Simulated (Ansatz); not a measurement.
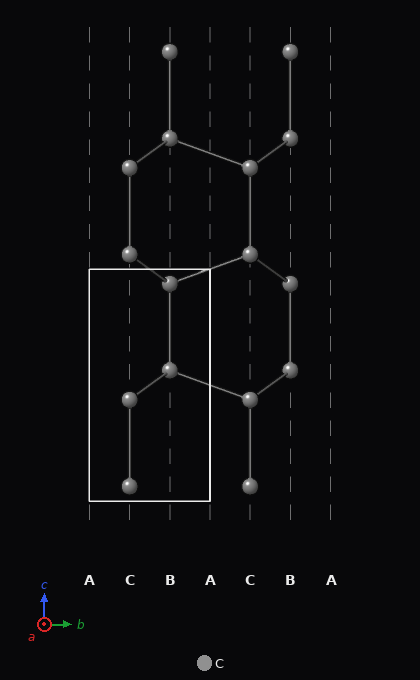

The picture looks along a close-packed row of the hexagonal mesh; c points upwards. The dashed lines mark the three columns A (0, 0), B (1/3, 2/3) and C (2/3, 1/3). The sequence starts with the first layer at or above the cell's origin.

C. Coordinates: the geometry relaxed with Ansatz, DFT, LDA, plane waves, PAW; the starting structure was generated, so it need not be a known form of this composition.

Q: Give the sequence of layers in one repeat, with element and column.

A: C(C) – C(C) – C(B) – C(B) (four layers in 4.14 Å).
